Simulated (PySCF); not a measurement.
C$_{2}$H$_{7}$BCl$_{2}$Ge (SMILES C[CH2][GeH2][B](Cl)Cl)

| atom | x (Å) | y (Å) | z (Å) |
| --- | --- | --- | --- |
| C | -1.5033 | 0.4948 | -0.6533 |
| C | -0.9493 | -0.7715 | -0.0135 |
| Ge | 0.7364 | -0.4296 | 0.9921 |
| B | 2.1159 | 0.5165 | -0.1572 |
| Cl | 3.1975 | -0.3759 | -1.1328 |
| Cl | 2.1705 | 2.2222 | -0.2304 |
| H | -2.4388 | 0.2917 | -1.1719 |
| H | -1.6915 | 1.2536 | 0.1043 |
| H | -0.7964 | 0.9049 | -1.3737 |
| H | -1.6881 | -1.1976 | 0.6654 |
| H | -0.7513 | -1.5209 | -0.7816 |
| H | 0.3745 | 0.3627 | 2.2155 |
| H | 1.2194 | -1.7505 | 1.5194 |

Geometry: GFN2-xTB.

Theory: CAM-B3LYP/def2-SVPD, SCF density, gas phase (PySCF 2.14.0).

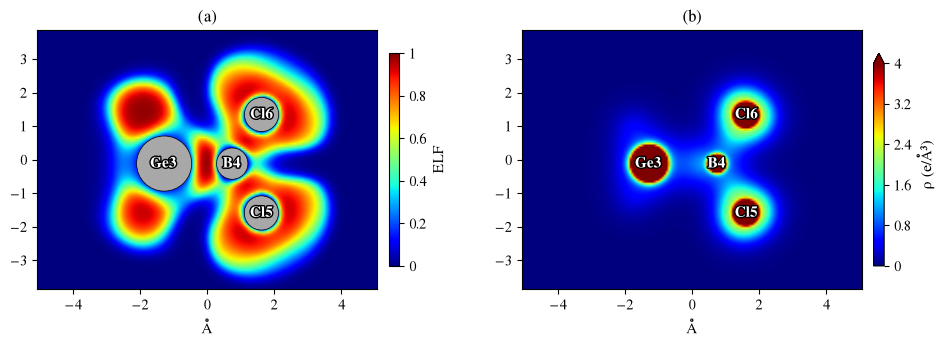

Figure 1. (a) ELF; (b) electron density on the plane of atoms Ge3, B4 and Cl5. Grey discs cover the atomic cores in the ELF map.

Describe what can be read from this map.

Answer. The plane passes through Ge, B and Cl nuclei. B–Cl (1.71 Å): ρ at the midpoint is about 1.5 e/Å³; the ELF peaks at about 0.90 between the atoms: a polar covalent bond. Ge–B (2.03 Å): ρ is about 0.82 e/Å³ halfway; the ELF peaks at about 1 in the valence shell of B, 0.8 Å from its nucleus, and is about 0.80 at the midpoint. The ELF also peaks beside Cl5 and Cl6, away from the bonds: lone-pair regions.

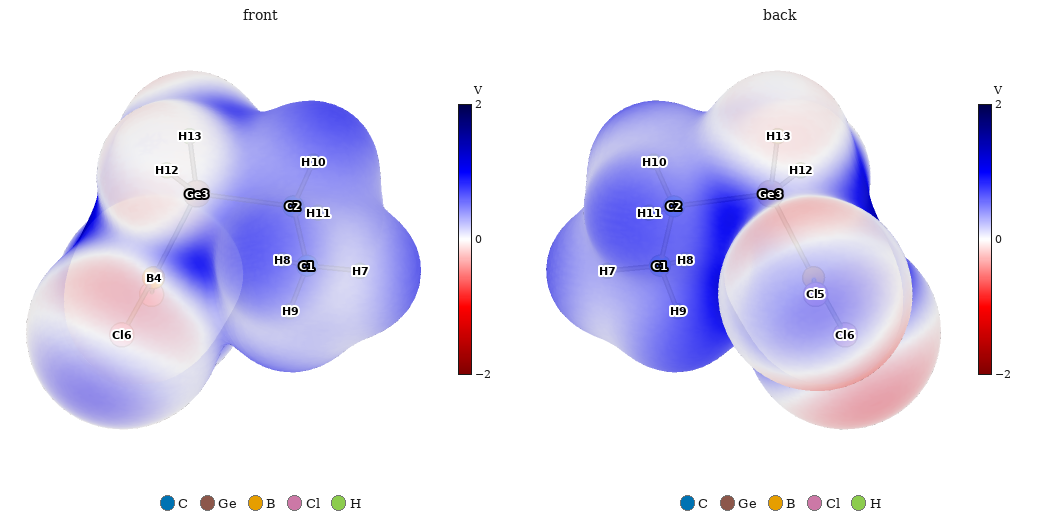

Figure 2. The molecular electrostatic potential painted on the density surface at 0.002 e/bohr³, seen from the front and from behind; the colour scale runs from red (negative) to blue (positive).

Describe the electrostatic potential map.

Answer. The most negative region (about −0.3 V) lies over Cl5 and Cl6, the most positive (about +1.5 V) over B4. Cl5 shows a σ-hole: about +0.4 V at the tip opposite its bond, against about −0.1 V on its flanks. Cl6 shows a σ-hole: about +0.4 V at the tip opposite its bond, against about −0.1 V on its flanks.

What dipole moment does the calculation give?

Answer. Its dipole moment is 0.83 D.
